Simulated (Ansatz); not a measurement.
| atom | x (Å) | y (Å) | z (Å) |
| --- | --- | --- | --- |
| C | -2.0472 | 0.9903 | 1.0211 |
| C | -1.9764 | 0.5326 | -0.3960 |
| C | -0.6548 | 0.8997 | -1.0473 |
| F | -0.5692 | 0.3606 | -2.2602 |
| F | -0.5209 | 2.2183 | -1.1742 |
| F | 0.3764 | 0.4576 | -0.3228 |
| O | -1.2951 | -1.6011 | 1.4670 |
| S | -1.3589 | -0.2816 | 2.1674 |
| S | -2.4887 | 2.4276 | 1.5921 |
| H | -2.5261 | -0.2026 | 2.9158 |
| H | -2.0545 | -0.5686 | -0.4198 |
| H | -2.7806 | 0.9956 | -0.9829 |

Geometry: PBE0-D3(BJ)/def2-SVP.

Method: isolated molecule in a Gaussian basis; Kohn-Sham density functional theory, functional PBE0 in Ansatz 0.2.0.

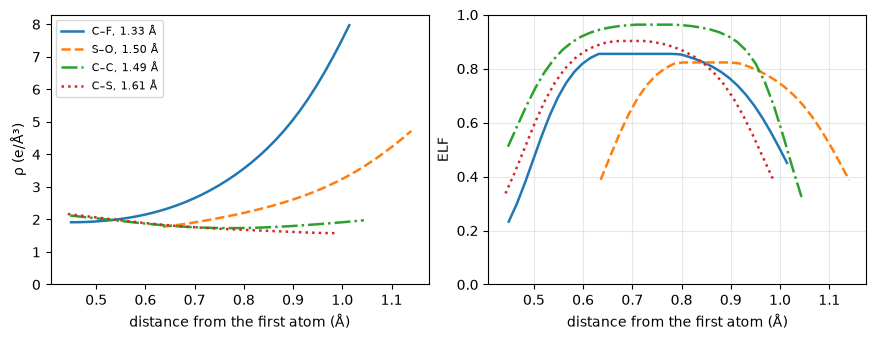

C3H3F3OS2. Total electron density and electron localisation function along straight lines between neighbouring atoms. The curves leave out the atomic cores.

### What can be read from the curves?

C–F (1.33 Å): ρ is about 2.4 e/Å³ halfway; the ELF peaks at about 0.85 between the atoms (a polar covalent bond).
S–O (1.50 Å): the density is about 2 e/Å³ at the midpoint; the ELF peaks at about 0.80 between the atoms, as expected for a polar covalent bond.
C–C (1.49 Å): ρ is about 1.7 e/Å³ halfway; the ELF peaks at about 0.95 between the atoms: a covalent bond.
C–S (1.61 Å): the density is about 1.7 e/Å³ at the midpoint; the ELF peaks at about 0.90 between the atoms; a covalent bond.
